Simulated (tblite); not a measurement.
**Geometry relaxation of CH$_{9}$N$_{3}$Si$_{2}$ (part 2 of 2)**

Continued. System: CH$_{9}$N$_{3}$Si$_{2}$. Method: GFN2-xTB geometry optimisation, gas phase (tblite 0.8.0). 

Geometry of the input (Å):
```
N  -0.6908  -0.8100  -0.3213
Si -2.2290  -0.0805  -1.0566
N  -1.3066  1.4955  -1.3071
Si 0.2087  0.7663  -0.5455
N  0.6173  1.5487  1.0280
C  1.9497  1.3887  1.5224
H  -0.8182  -1.0869  0.6496
H  -2.5251  -0.7087  -2.2976
H  -3.2566  0.0507  -0.1241
H  -1.6973  2.2786  -0.7840
H  1.2581  0.6769  -1.4636
H  0.1733  2.4403  1.2676
H  2.6306  1.6211  0.7438
H  2.1067  2.0442  2.3395
H  2.1202  0.4154  1.8638
```

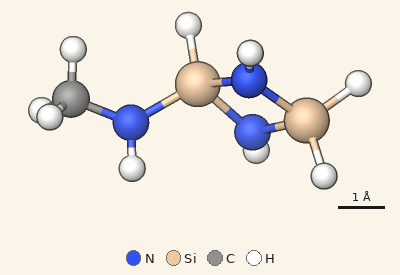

**Figure 1.** The geometry at step 120 of the log (ball-and-stick view, seen at a tilt).

## Trajectory as extended XYZ, continued
```
15
Properties=species:S:1:pos:R:3:forces:R:3 step=72 energy=-517.86285
N    -0.8189   -0.6264   -0.1322   -0.0040   0.0040   0.0060
Si   -2.2733   -0.0346   -0.8723    0.0030  -0.0060  -0.0040
N    -1.3883    1.4533   -0.9873    0.0080   0.0060   0.0010
Si    0.1235    0.8060   -0.4153    0.0100  -0.0020  -0.0030
N     0.6783    1.6603    0.9573   -0.0130   0.0020   0.0050
C     1.9637    1.4268    1.5585   -0.0080   0.0020  -0.0100
H    -0.5996   -1.5105    0.2850   -0.0110  -0.0100  -0.0010
H    -2.5559   -0.6855   -2.1498   -0.0050   0.0030  -0.0060
H    -3.4331    0.0586    0.0070    0.0040  -0.0020   0.0090
H    -1.5591    2.2550   -1.5639    0.0070  -0.0030   0.0000
H     1.1484    0.5801   -1.4382    0.0040   0.0000   0.0030
H     0.3445    2.5986    1.1033   -0.0120   0.0090   0.0040
H     2.7630    2.0140    1.0910    0.0080   0.0140  -0.0100
H     1.9366    1.6699    2.6227    0.0020  -0.0020   0.0040
H     2.2112    0.3744    1.4490    0.0080  -0.0160   0.0030
15
Properties=species:S:1:pos:R:3:forces:R:3 step=78 energy=-517.86314
N    -0.8217   -0.6280   -0.1339    0.0090  -0.0120   0.0070
Si   -2.2743   -0.0330   -0.8752    0.0080  -0.0060   0.0090
N    -1.3872    1.4546   -0.9853    0.0050   0.0020  -0.0070
Si    0.1237    0.8043   -0.4137    0.0050  -0.0180   0.0140
N     0.6760    1.6558    0.9619    0.0000  -0.0040   0.0000
C     1.9661    1.4292    1.5568   -0.0010   0.0060   0.0000
H    -0.6054   -1.5154    0.2796   -0.0100   0.0210  -0.0130
H    -2.5627   -0.6809   -2.1531    0.0020   0.0060  -0.0050
H    -3.4309    0.0577    0.0087    0.0010   0.0030   0.0040
H    -1.5501    2.2515   -1.5704   -0.0030   0.0060  -0.0020
H     1.1515    0.5816   -1.4345   -0.0020  -0.0020   0.0070
H     0.3340    2.5900    1.1180   -0.0050  -0.0110  -0.0080
H     2.7625    2.0131    1.0783   -0.0120   0.0000   0.0020
H     1.9430    1.6842    2.6183    0.0140  -0.0040   0.0010
H     2.2165    0.3754    1.4594   -0.0100   0.0120  -0.0090
15
Properties=species:S:1:pos:R:3:forces:R:3 step=84 energy=-517.86362
N    -0.8197   -0.6354   -0.1463   -0.0040   0.0040  -0.0050
Si   -2.2734   -0.0278   -0.8733   -0.0090   0.0160  -0.0040
N    -1.3769    1.4541   -0.9921   -0.0030  -0.0170  -0.0030
Si    0.1297    0.7950   -0.4170   -0.0110   0.0120  -0.0040
N     0.6723    1.6441    0.9632   -0.0020   0.0000   0.0090
C     1.9659    1.4347    1.5553    0.0070  -0.0040  -0.0010
H    -0.6197   -1.5139    0.2913    0.0120  -0.0160   0.0040
H    -2.5759   -0.6764   -2.1476   -0.0010   0.0070   0.0020
H    -3.4199    0.0755    0.0232    0.0010   0.0000  -0.0070
H    -1.5339    2.2464   -1.5854    0.0020  -0.0030   0.0060
H     1.1598    0.5783   -1.4356    0.0050  -0.0120   0.0120
H     0.3063    2.5664    1.1329    0.0030   0.0050   0.0010
H     2.7505    2.0404    1.0849   -0.0060   0.0030   0.0010
H     1.9418    1.6714    2.6212   -0.0020   0.0020  -0.0060
H     2.2341    0.3873    1.4402    0.0080   0.0040  -0.0050
15
Properties=species:S:1:pos:R:3:forces:R:3 step=90 energy=-517.86404
N    -0.8239   -0.6405   -0.1501   -0.0060  -0.0080   0.0070
Si   -2.2769   -0.0231   -0.8720    0.0110  -0.0190  -0.0020
N    -1.3709    1.4513   -0.9981    0.0100   0.0190   0.0030
Si    0.1298    0.7889   -0.4128    0.0110  -0.0080  -0.0050
N     0.6665    1.6365    0.9713   -0.0010   0.0060  -0.0090
C     1.9672    1.4404    1.5530   -0.0010   0.0020   0.0000
H    -0.6239   -1.5211    0.2850   -0.0080   0.0130  -0.0060
H    -2.5893   -0.6640   -2.1469   -0.0060  -0.0050  -0.0060
H    -3.4169    0.0848    0.0318   -0.0060   0.0050  -0.0050
H    -1.5176    2.2389   -1.6003   -0.0100   0.0010   0.0100
H     1.1693    0.5649   -1.4207   -0.0040  -0.0030   0.0140
H     0.2920    2.5550    1.1450    0.0070  -0.0080   0.0030
H     2.7387    2.0649    1.0858   -0.0030   0.0020  -0.0030
H     1.9460    1.6644    2.6218   -0.0020  -0.0070  -0.0070
H     2.2510    0.3990    1.4221    0.0080   0.0090   0.0040
15
Properties=species:S:1:pos:R:3:forces:R:3 step=96 energy=-517.86443
N    -0.8254   -0.6481   -0.1620   -0.0010  -0.0060   0.0040
Si   -2.2779   -0.0199   -0.8716   -0.0100   0.0100  -0.0030
N    -1.3601    1.4480   -1.0087   -0.0130  -0.0100   0.0010
Si    0.1349    0.7795   -0.4181   -0.0080  -0.0090   0.0210
N     0.6668    1.6252    0.9679    0.0080   0.0080   0.0060
C     1.9697    1.4480    1.5498    0.0100   0.0040  -0.0050
H    -0.6370   -1.5183    0.2978   -0.0080  -0.0050  -0.0030
H    -2.6152   -0.6590   -2.1410    0.0080  -0.0070  -0.0020
H    -3.4095    0.1117    0.0402   -0.0080  -0.0030  -0.0040
H    -1.5066    2.2322   -1.6148    0.0060   0.0140   0.0030
H     1.1854    0.5440   -1.4078    0.0160  -0.0050  -0.0190
H     0.2686    2.5287    1.1641   -0.0050  -0.0010   0.0010
H     2.7216    2.1129    1.1070    0.0050  -0.0020   0.0090
H     1.9373    1.6340    2.6258    0.0000   0.0010  -0.0060
H     2.2883    0.4214    1.3862   -0.0010   0.0090  -0.0030
15
Properties=species:S:1:pos:R:3:forces:R:3 step=102 energy=-517.86496
N    -0.8350   -0.6510   -0.1570    0.0050   0.0150  -0.0010
Si   -2.2823   -0.0194   -0.8766   -0.0020   0.0170   0.0020
N    -1.3560    1.4430   -1.0127    0.0040  -0.0130  -0.0020
Si    0.1352    0.7700   -0.4133   -0.0080   0.0220  -0.0200
N     0.6712    1.6273    0.9644    0.0040   0.0090  -0.0170
C     1.9750    1.4551    1.5460    0.0020  -0.0070  -0.0070
H    -0.6483   -1.5237    0.2982   -0.0130  -0.0140  -0.0030
H    -2.6165   -0.6619   -2.1467    0.0120   0.0060   0.0200
H    -3.4170    0.1169    0.0329    0.0070  -0.0070  -0.0210
H    -1.5060    2.2422   -1.5996    0.0180  -0.0240   0.0180
H     1.1947    0.5259   -1.3962   -0.0360   0.0020   0.0180
H     0.2632    2.5252    1.1684    0.0050  -0.0250  -0.0040
H     2.7223    2.1333    1.1150   -0.0140   0.0010   0.0160
H     1.9362    1.6229    2.6244    0.0170   0.0100   0.0050
H     2.3043    0.4344    1.3676   -0.0010   0.0080  -0.0020
15
Properties=species:S:1:pos:R:3:forces:R:3 step=108 energy=-517.86669
N    -0.8657   -0.6702   -0.1607   -0.0120   0.0010   0.0320
Si   -2.2969   -0.0087   -0.8853    0.0020   0.0020  -0.0010
N    -1.3333    1.4277   -1.0219    0.0000   0.0110   0.0010
Si    0.1369    0.7335   -0.4005    0.0010  -0.0060   0.0150
N     0.6875    1.6186    0.9507    0.0440  -0.0490  -0.0200
C     1.9949    1.4888    1.5325    0.0330  -0.0090   0.0200
H    -0.7046   -1.5509    0.2896    0.0040  -0.0030   0.0050
H    -2.6481   -0.6574   -2.1466    0.0180   0.0090  -0.0040
H    -3.4348    0.1627    0.0141    0.0040  -0.0050  -0.0020
H    -1.4646    2.2426   -1.5893   -0.0050   0.0090  -0.0200
H     1.2210    0.4577   -1.3405   -0.0100  -0.0140  -0.0390
H     0.2164    2.4666    1.2111   -0.0440   0.0520   0.0340
H     2.6964    2.2473    1.1586   -0.0450  -0.0340   0.0300
H     1.9447    1.5745    2.6231    0.0100  -0.0090  -0.0720
H     2.3913    0.5073    1.2799    0.0010   0.0460   0.0220
15
Properties=species:S:1:pos:R:3:forces:R:3 step=114 energy=-517.87006
N    -0.9155   -0.6927   -0.1454   -0.0050   0.0770   0.0460
Si   -2.3133    0.0091   -0.8995   -0.0180   0.0010   0.0210
N    -1.3045    1.4124   -1.0334    0.0160  -0.0170   0.0130
Si    0.1388    0.6789   -0.3827    0.0260   0.0010  -0.0520
N     0.7324    1.6183    0.9111   -0.1590   0.1240   0.0550
C     2.0330    1.5380    1.5165    0.0370   0.0110  -0.0120
H    -0.7896   -1.5877    0.2898    0.0240   0.0410  -0.0030
H    -2.6777   -0.6521   -2.1485    0.0260   0.0000  -0.0480
H    -3.4660    0.2297   -0.0285    0.0170  -0.0090   0.0200
H    -1.4210    2.2402   -1.5878    0.0430  -0.0470   0.0200
H     1.2326    0.3607   -1.3019   -0.0590  -0.0010   0.0370
H     0.1502    2.3490    1.2981    0.1160  -0.1510  -0.0590
H     2.6565    2.4027    1.2394   -0.0430  -0.1590   0.0330
H     1.9629    1.5099    2.6103   -0.0030  -0.0340  -0.0970
H     2.5223    0.6238    1.1773   -0.0150   0.1620   0.0260
15
Properties=species:S:1:pos:R:3:forces:R:3 step=120 energy=-517.87541
N    -0.9850   -0.6783   -0.0460    0.0350  -0.0790   0.0400
Si   -2.3261    0.0237   -0.9042    0.0380  -0.0500   0.0170
N    -1.2775    1.3937   -1.0324   -0.0280   0.0150  -0.0220
Si    0.1345    0.6290   -0.3612   -0.0280   0.0000   0.0570
N     0.7588    1.6317    0.8687   -0.1020   0.1190   0.1440
C     2.0527    1.5823    1.4924    0.1790  -0.0510   0.0010
H    -0.8401   -1.6227    0.2748   -0.0350   0.2070  -0.0510
H    -2.6360   -0.6279   -2.1756    0.0030  -0.0130   0.0110
H    -3.4998    0.2796   -0.0761   -0.0150  -0.0250   0.0160
H    -1.3748    2.2363   -1.5649    0.0360   0.0070  -0.0170
H     1.2021    0.2299   -1.2719    0.0260   0.0270   0.0350
H     0.1255    2.2576    1.3513    0.0940  -0.1470  -0.1480
H     2.5953    2.5315    1.3293   -0.0980  -0.2810   0.0930
H     1.9747    1.4081    2.5786    0.0470   0.0240  -0.2760
H     2.6369    0.7657    1.0520   -0.1520   0.2480   0.1010
15
Properties=species:S:1:pos:R:3:forces:R:3 step=126 energy=-517.88476
N    -0.9752   -0.6527   -0.0252   -0.0090  -0.0280  -0.0040
Si   -2.3221    0.0169   -0.8956    0.0040   0.0380   0.0050
N    -1.2913    1.4020   -1.0335    0.0110   0.0250  -0.0180
Si    0.1323    0.6510   -0.3683    0.0040   0.0240  -0.0080
N     0.7572    1.6389    0.8703    0.0060   0.0190  -0.0610
C     2.0462    1.5647    1.4986   -0.0230  -0.0110  -0.0170
H    -0.8098   -1.5915    0.2835   -0.0160  -0.0350   0.0340
H    -2.6245   -0.6370   -2.1679    0.0050  -0.0190   0.0250
H    -3.4932    0.2560   -0.0574   -0.0020  -0.0250  -0.0110
H    -1.3814    2.2275   -1.5937   -0.0010   0.0040  -0.0150
H     1.1898    0.2532   -1.2933    0.0220   0.0340   0.0440
H     0.1306    2.2870    1.3164   -0.0120   0.0390   0.0480
H     2.6130    2.4920    1.3577   -0.0280   0.0100   0.0000
H     1.9613    1.3804    2.5740    0.0100  -0.0430  -0.0140
H     2.6081    0.7518    1.0492    0.0300  -0.0330  -0.0060
15
Properties=species:S:1:pos:R:3:forces:R:3 step=132 energy=-517.89509
N    -0.9730   -0.6009    0.0437    0.0140  -0.0130  -0.0460
Si   -2.3153    0.0241   -0.8734   -0.0220  -0.0710  -0.0090
N    -1.3095    1.4252   -1.0472   -0.0450  -0.0760  -0.0170
Si    0.1252    0.6877   -0.3902    0.0010  -0.0470   0.1350
N     0.8003    1.7299    0.7772    0.0940  -0.0230   0.0840
C     2.0394    1.5301    1.4819    0.0710  -0.0220   0.1330
H    -0.8006   -1.5340    0.3797   -0.0380   0.1510  -0.0530
H    -2.5649   -0.7153   -2.1119    0.0000   0.0340   0.0040
H    -3.5233    0.2379   -0.0833    0.0300   0.0270   0.0130
H    -1.4114    2.2332   -1.6325    0.0190  -0.0610   0.0120
H     1.1748    0.2650   -1.3070    0.0450   0.0050  -0.0330
H     0.1618    2.3301    1.2750    0.0330   0.0240   0.0340
H     2.5956    2.4768    1.5435   -0.0500  -0.1760  -0.0120
H     1.8951    1.1547    2.5102   -0.0450   0.0840  -0.2450
H     2.6469    0.7956    0.9492   -0.1070   0.1630   0.0020
15
Properties=species:S:1:pos:R:3:forces:R:3 step=138 energy=-517.90571
N    -0.9626   -0.5692    0.0546    0.0370  -0.0630   0.0280
Si   -2.3171    0.0174   -0.8644    0.0330  -0.0270  -0.0200
N    -1.3204    1.4189   -1.0647    0.0300   0.0040  -0.0090
Si    0.1263    0.7174   -0.3859   -0.0250   0.0140  -0.0270
N     0.8152    1.7764    0.7598   -0.0900   0.0630   0.0140
C     2.0298    1.5046    1.4780    0.0330  -0.0340  -0.0240
H    -0.7869   -1.4835    0.4256   -0.0050  -0.0360   0.0260
H    -2.5628   -0.7411   -2.0876   -0.0170  -0.0050  -0.0430
H    -3.5143    0.2233   -0.0616   -0.0310   0.0430   0.0330
H    -1.4204    2.1974   -1.6864    0.0100   0.0240  -0.0170
H     1.1907    0.3030   -1.2993   -0.0440   0.0130   0.0210
H     0.1928    2.3845    1.2725    0.0510  -0.0470  -0.0370
H     2.5971    2.4293    1.6193    0.0110  -0.0430   0.0450
H     1.8395    1.0524    2.4585    0.0430   0.0240  -0.0200
H     2.6342    0.8092    0.8964   -0.0370   0.0700   0.0300
15
Properties=species:S:1:pos:R:3:forces:R:3 step=144 energy=-517.90955
N    -0.9680   -0.5717    0.0717   -0.0280  -0.0260  -0.0240
Si   -2.3126    0.0147   -0.8635   -0.0470   0.0150  -0.0310
N    -1.3115    1.4117   -1.0796    0.0190  -0.0280   0.0200
Si    0.1214    0.7130   -0.3751    0.0230   0.0260  -0.0170
N     0.8083    1.7879    0.7573   -0.0260   0.0370   0.0500
C     2.0282    1.5098    1.4664    0.0120   0.0120   0.0010
H    -0.8039   -1.4854    0.4511    0.0180   0.0020   0.0150
H    -2.5677   -0.7330   -2.0943   -0.0070  -0.0050   0.0260
H    -3.5034    0.2484   -0.0524    0.0090   0.0080  -0.0190
H    -1.3948    2.1791   -1.7179   -0.0080  -0.0030   0.0030
H     1.1910    0.2946   -1.2755   -0.0010  -0.0160  -0.0160
H     0.1786    2.3673    1.2928    0.0310  -0.0140  -0.0250
H     2.5768    2.4349    1.6624   -0.0190   0.0000   0.0080
H     1.8490    1.0044    2.4216    0.0280  -0.0140  -0.0010
H     2.6495    0.8645    0.8498   -0.0040   0.0070   0.0100
15
Properties=species:S:1:pos:R:3:forces:R:3 step=150 energy=-517.91160
N    -0.9684   -0.5910    0.0445   -0.0090   0.0130   0.0090
Si   -2.3182    0.0167   -0.8694    0.0140  -0.0130   0.0110
N    -1.3008    1.4014   -1.0857    0.0010   0.0200  -0.0050
Si    0.1254    0.7024   -0.3729    0.0070  -0.0180  -0.0010
N     0.7996    1.7773    0.7697    0.0080  -0.0280   0.0070
C     2.0325    1.5220    1.4663   -0.0010   0.0030   0.0170
H    -0.8149   -1.4874    0.4681   -0.0180   0.0130  -0.0090
H    -2.5941   -0.7305   -2.0945   -0.0090  -0.0120   0.0120
H    -3.4999    0.2885   -0.0568    0.0000  -0.0120  -0.0080
H    -1.3800    2.1681   -1.7249    0.0000   0.0140  -0.0070
H     1.1976    0.2721   -1.2642    0.0120   0.0060  -0.0060
H     0.1624    2.3427    1.3097    0.0150   0.0030   0.0000
H     2.5534    2.4606    1.6774   -0.0250  -0.0300   0.0010
H     1.8781    0.9906    2.4134    0.0130   0.0170  -0.0270
H     2.6685    0.9065    0.8340   -0.0080   0.0230   0.0060
15
Properties=species:S:1:pos:R:3:forces:R:3 step=156 energy=-517.91297
N    -0.9840   -0.5820    0.0616    0.0210   0.0080   0.0010
Si   -2.3190    0.0232   -0.8724   -0.0140   0.0230   0.0010
N    -1.2888    1.3996   -1.0956   -0.0200  -0.0080  -0.0350
Si    0.1271    0.6930   -0.3689   -0.0060  -0.0030   0.0230
N     0.7945    1.7721    0.7741    0.0060  -0.0130   0.0130
C     2.0362    1.5291    1.4577    0.0280  -0.0070   0.0060
H    -0.8432   -1.4767    0.4921   -0.0040  -0.0020  -0.0010
H    -2.6019   -0.7436   -2.0839    0.0120  -0.0010   0.0000
H    -3.5062    0.3095   -0.0733    0.0000   0.0020   0.0000
H    -1.3539    2.1574   -1.7480   -0.0070  -0.0100   0.0090
H     1.2050    0.2464   -1.2460   -0.0060   0.0110   0.0000
H     0.1545    2.3194    1.3296   -0.0020  -0.0110  -0.0190
H     2.5121    2.4744    1.7289    0.0010   0.0000  -0.0060
H     1.9090    0.9339    2.3695   -0.0040  -0.0010  -0.0040
H     2.6997    0.9845    0.7894   -0.0060   0.0140   0.0120
15
Properties=species:S:1:pos:R:3:forces:R:3 step=162 energy=-517.91334
N    -0.9870   -0.5798    0.0643   -0.0030   0.0070   0.0020
Si   -2.3206    0.0261   -0.8730   -0.0020  -0.0030  -0.0010
N    -1.2859    1.3960   -1.1038   -0.0020  -0.0100   0.0000
Si    0.1271    0.6903   -0.3678   -0.0070   0.0030  -0.0080
N     0.7960    1.7665    0.7765   -0.0090   0.0020  -0.0040
C     2.0398    1.5305    1.4589   -0.0020  -0.0070  -0.0060
H    -0.8503   -1.4743    0.4966    0.0020  -0.0030   0.0000
H    -2.5980   -0.7470   -2.0816    0.0010  -0.0020  -0.0020
H    -3.5091    0.3128   -0.0762    0.0000   0.0050   0.0000
H    -1.3553    2.1600   -1.7480    0.0020  -0.0020   0.0010
H     1.2026    0.2464   -1.2486    0.0030   0.0030  -0.0010
H     0.1514    2.3105    1.3294    0.0070   0.0020   0.0060
H     2.5078    2.4781    1.7345    0.0010   0.0010   0.0010
H     1.9160    0.9287    2.3665    0.0060   0.0000   0.0070
H     2.7066    0.9954    0.7870    0.0040   0.0030   0.0050
15
Properties=species:S:1:pos:R:3:forces:R:3 step=166 energy=-517.91339
N    -0.9896   -0.5789    0.0666    0.0000  -0.0030   0.0020
Si   -2.3216    0.0256   -0.8739   -0.0010  -0.0020   0.0010
N    -1.2853    1.3935   -1.1061   -0.0010   0.0030  -0.0030
Si    0.1264    0.6890   -0.3674    0.0010   0.0020  -0.0010
N     0.7952    1.7651    0.7773    0.0050  -0.0050   0.0030
C     2.0404    1.5312    1.4584   -0.0010   0.0040   0.0010
H    -0.8524   -1.4745    0.4964    0.0010  -0.0010  -0.0010
H    -2.5982   -0.7468   -2.0830   -0.0010  -0.0040   0.0000
H    -3.5094    0.3159   -0.0774   -0.0030   0.0020  -0.0010
H    -1.3546    2.1590   -1.7483    0.0010   0.0030  -0.0030
H     1.2029    0.2451   -1.2471    0.0000   0.0020   0.0010
H     0.1516    2.3080    1.3323   -0.0010   0.0020   0.0040
H     2.5052    2.4800    1.7359   -0.0010   0.0000   0.0000
H     1.9203    0.9273    2.3652   -0.0010   0.0010   0.0010
H     2.7100    1.0007    0.7858    0.0010  -0.0040  -0.0050
```

## Key numbers

| quantity | value |
| --- | --- |
| outcome | converged |
| total energy | −517.9134 eV |
| wall time | 3.2 s |
| peak memory | 0.17 GiB |
